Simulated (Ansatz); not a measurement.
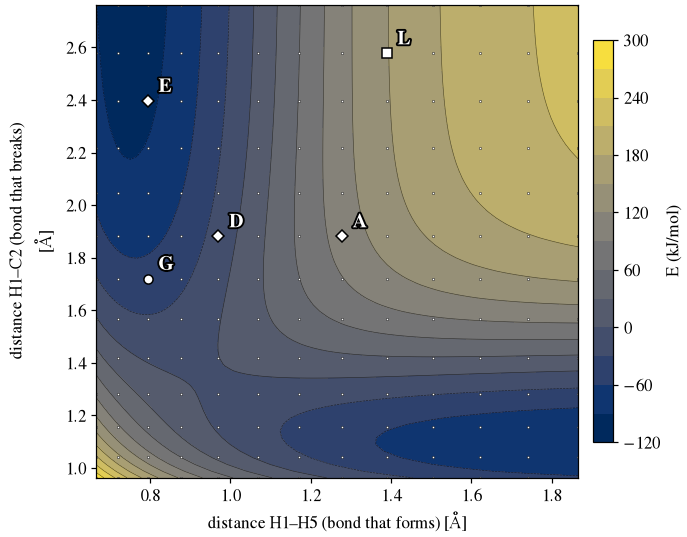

The reacting system CH3Cl2 (fragments CH₂Cl₂ + H where the first distance is long, H₂ + CHCl₂ where the second is long), spin multiplicity 2. 
- The first coordinate is: distance H1–H5 (bond that forms); the second: distance H1–C2 (bond that breaks).
- Relaxed at each point: all other coordinates.
- Grid: 13 × 13 points.
- Points are written as (first, second).
- Energies are in kJ/mol, from a guessed transition structure relaxed with its forming and breaking bonds held.
- In part of the range the unrestricted reference is strongly spin-contaminated.
- Computed with UHF/def2-SVP (Ansatz).

Drawn: filled contours, dots at the grid points, lettered points. Between grid points the surface is interpolated.

> Is A the lowest point of the computed grid?

No. A lies 205 kJ/mol above the lowest grid point, which is at (0.720 Å, 2.763 Å).

> What kind of point is each of A, D, G, L: minimum, saddle, maximum or slope?

A: on a slope; D: on a slope; G: on a slope; L: on a slope. (In these two coordinates alone; a stationary point may lie a little off the grid point.)

> Rank the lettered points by energy, lowest first.

E (−94 kJ/mol), G (−49 kJ/mol), D (−18 kJ/mol), A (102 kJ/mol), L (149 kJ/mol).
